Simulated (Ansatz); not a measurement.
# Al₂H (doublet): trial inputs and their diagnosis at angle Al2–Al1–H3 = 180.0°

4 inputs are run for Al₂H (doublet) as typed; the log has to tell whether the result can be used and what must change.

Program: Ansatz 0.2.0, Gaussian basis. Level of theory: the settings change from run to run. These are calculated values, not measurements.

12 further runs of the same task are left out: 4 for a known fault of the program, 5 that didn't finish, 3 set aside as unsound or not needed.

## (1) The geometry

The geometry derives from a PBE0/def2-TZVP stationary point (not a proven minimum). One angle is set to the value named; bond lengths are kept.

3 atoms, charge 0, spin multiplicity 2.

Atoms are counted from 1 here; the program's logs count them from 0.

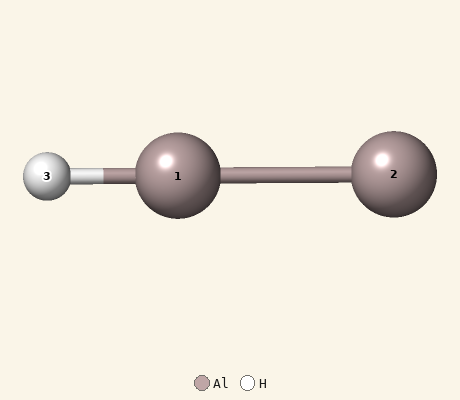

The structure; aluminium light grey, hydrogen white; atoms are numbered from 1 in the order of the file.

## (2) Attempt 1

in.yaml reads:

```yaml
crystal:
  periodic: [false, false, false]
  atoms:
    - {symbol: Al, position_ang: [0.000000, 0.000000, 0.352569]}
    - {symbol: Al, position_ang: [0.000000, 0.000000, -2.324369]}
    - {symbol: H, position_ang: [0.000000, 0.000000, 1.971799]}
basis:
  gaussian: {orbitals: "6-31++G**"}
magnetization: {spin_polarized: false, initial_magnetization: 1}
correlation: {method: fic_mrcisd_q, electrons: outside_noble_gas, active_space: {window: {electrons: 3, orbitals: 3}, places: [1, 2]}}
accuracy: high
```

Started as:

```sh
$ ansatz run in.yaml --threads 1 --pin off --events-out ev --progress --plain --max-ram 2393MiB
```

The program printed:

```text
Error: invalid value for `correlation.active_space`: name one of window, places and ras
```

It took 0.03 s on 1 thread of Arm Neoverse V1, shared host.

**Diagnosis.** The run was refused. The active space is defined twice. Fix: keep one definition.

## (3) Attempt 2

in.yaml reads:

```yaml
crystal:
  periodic: [false, false, false]
  atoms:
    - {symbol: Al, position_ang: [0.000000, 0.000000, 0.352569]}
    - {symbol: Al, position_ang: [0.000000, 0.000000, -2.324369]}
    - {symbol: H, position_ang: [0.000000, 0.000000, 1.971799]}
basis:
  gaussian: {orbitals: cc-pVDZ}
magnetization: {spin_polarized: false, initial_magnetization: 1}
correlation: {method: fic_mrcisd_q, electrons: outside_noble_gas}
scf: {lower_state_search: off}
```

Same command.

The program printed:

```text
Error: this correlation method needs an active space: name one as the reference
```

Wall time 0.03 s (1 thread of Arm Neoverse V1, shared host).

What is wrong: The run was refused. This method needs an active space and has none. Cure: add an active_space block.

## (4) Attempt 3

in.yaml reads:

```yaml
crystal:
  periodic: [false, false, false]
  atoms:
    - {symbol: Al, position_ang: [0.000000, 0.000000, 0.352569]}
    - {symbol: Al, position_ang: [0.000000, 0.000000, -2.324369]}
    - {symbol: H, position_ang: [0.000000, 0.000000, 1.971799]}
basis:
  gaussian: {orbitals: cc-pVDZ}
magnetization: {spin_polarized: false, initial_magnetization: 1}
correlation: {method: fic_mrcisd_q, electrons: outside_noble_gas, active_space: {window: {electrons: 3, orbitals: 3}, places: [1, 2]}}
scf: {lower_state_search: off}
```

The command is unchanged.

The program printed:

```text
Error: invalid value for `correlation.active_space`: name one of window, places and ras
```

Wall time 0.03 s (1 thread of Arm Neoverse V1, shared host).

**Diagnosis.** The run was refused. The active space is defined twice. To mend it, keep one definition.

## (5) Attempt 4

in.yaml reads:

```yaml
crystal:
  periodic: [false, false, false]
  atoms:
    - {symbol: Al, position_ang: [0.000000, 0.000000, 0.352569]}
    - {symbol: Al, position_ang: [0.000000, 0.000000, -2.324369]}
    - {symbol: H, position_ang: [0.000000, 0.000000, 1.971799]}
basis:
  gaussian: {orbitals: cc-pVDZ, fitting: {mean_field: def2-universal-jkfit}}
correlation: {active_space: {window: {electrons: 3, orbitals: 3}}}
magnetization: {spin_polarized: true, initial_magnetization: 1}
```

The command is unchanged.

The program printed:

```text
Error: invalid value for `correlation.active_space`: it starts from restricted Hartree–Fock orbitals; set hamiltonian.xc: hf without magnetization.spin_polarized
```

Run time: 0.03 s. Hardware: 1 thread of Arm Neoverse V1, shared host.

Diagnosis: The run was refused. An active space is asked on unrestricted orbitals. Fix: drop spin_polarized: true.

## (6) Summary

| attempt | level | ended | cause | time |
| --- | --- | --- | --- | --- |
| 1 | MRCISD+Q(3,3)/6-31++G** | refused | the active space is defined twice | 0.03 s |
| 2 | 'fic_mrcisd_q'/cc-pVDZ | refused | this method needs an active space and has none | 0.03 s |
| 3 | MRCISD+Q(3,3)/cc-pVDZ | refused | the active space is defined twice | 0.03 s |
| 4 | CASSCF(3,3)/cc-pVDZ | refused | an active space is asked on unrestricted orbitals | 0.03 s |

4 refused.
